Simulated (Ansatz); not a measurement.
## Electronic structure of ClFHOSi2 (doublet) in real space

```json
{"atom": "Cl", "x (Å)": "4.2590", "y (Å)": "-0.8005", "z (Å)": "0.3846"}
{"atom": "F", "x (Å)": "-0.7285", "y (Å)": "0.1494", "z (Å)": "2.2155"}
{"atom": "O", "x (Å)": "1.7384", "y (Å)": "0.3119", "z (Å)": "1.6535"}
{"atom": "Si", "x (Å)": "0.6075", "y (Å)": "0.9846", "z (Å)": "2.6677"}
{"atom": "Si", "x (Å)": "2.1952", "y (Å)": "-0.7809", "z (Å)": "0.4805"}
{"atom": "H", "x (Å)": "1.6739", "y (Å)": "-0.3079", "z (Å)": "-0.8420"}
```

Geometry: PBE0-D3(BJ)/def2-SVP.

These are results of Ansatz 0.2.0, isolated molecule in a Gaussian basis; Kohn-Sham density functional theory, functional PBE0, not measurements.

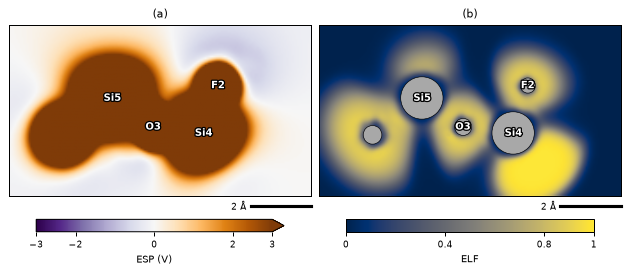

Figure 1. (a) electrostatic potential; (b) ELF on the plane of atoms F2, Si4 and O3. Grey discs cover the atomic cores in the ELF map.

Q: Interpret the plot.

A:
- The section cuts through F, O and Si sites.
- Si–F (1.64 Å): the ELF peaks at about 0.85 in the valence shell of F, 0.6 Å from its nucleus, and is about 0.55 at the midpoint.
- Si–O (1.66 Å): the ELF peaks at about 0.85 between the atoms (a polar covalent bond).
- The ELF also peaks beside Si4, Cl1, O3 and F2, away from the bonds: non-bonding electrons, paired or unpaired.
- Outside the dense part of the molecule the potential is most negative (−0.8 V) near F2.

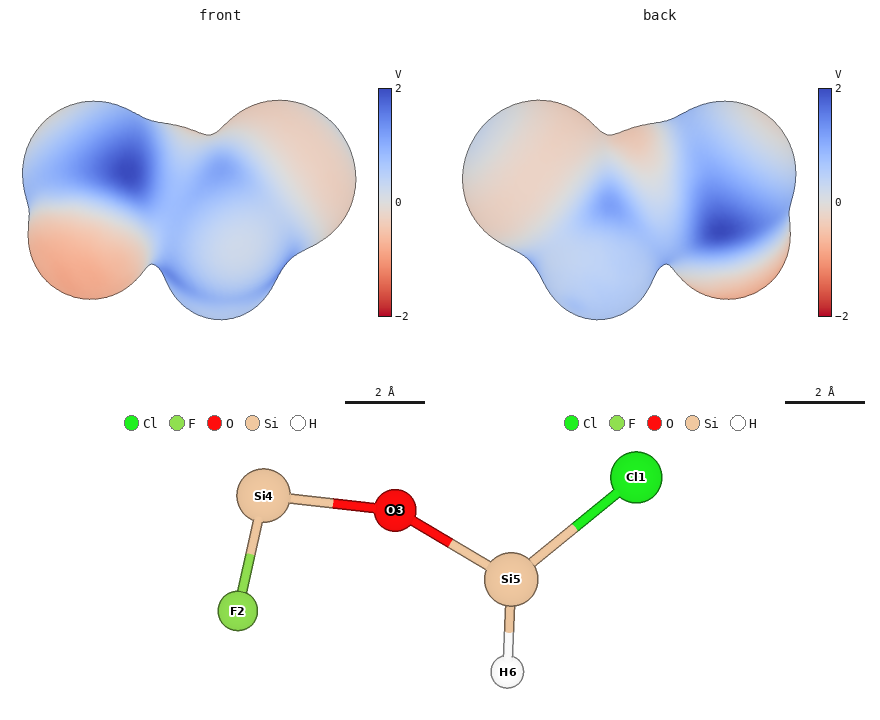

Figure 2. The electrostatic potential painted on the density surface at 0.002 e/bohr³, seen from the front and from behind; the colour scale runs from red (negative) to blue (positive). The bare structure is drawn below in the same view.

Q: Which sites attract a positive test charge, and which a negative one?

A: A positive charge is drawn to the negative regions and a negative charge to the positive ones. The most negative region (about −0.8 V) lies over F2, the most positive (about +1.9 V) over Si4. Cl1 shows a σ-hole: about +0.2 V at the tip opposite its bond, against about −0.2 V on its flanks.

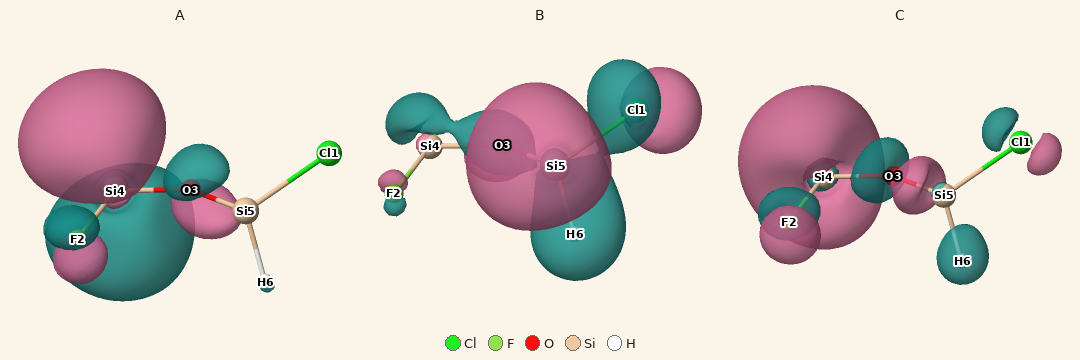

Figure 3. Three frontier orbitals at ±0.08 Å⁻³ᐟ² (teal and pink are the two phases), in no order.

Q: Order the three orbitals by energy and name them. All are α orbitals.

A: C is the HOMO−1 (α) (−8.20 eV). It lies mainly on Si4 (about 75 %), F2 (about 10 %) and O3 (about 10 %). B is the HOMO (α) (−6.62 eV). Its weight (Hirshfeld) is mainly on Si5 (about 65 %), Cl1 (about 15 %), H6 (about 10 %) and O3 (about 10 %). A is the LUMO (α) (−2.11 eV). By Hirshfeld shares it lies mainly on Si4 (about 85 %), O3 (about 10 %) and F2 (about 5 %).

Q: What is the gap between the highest occupied and lowest empty α orbitals?

A: 4.51 eV between the orbital energies.
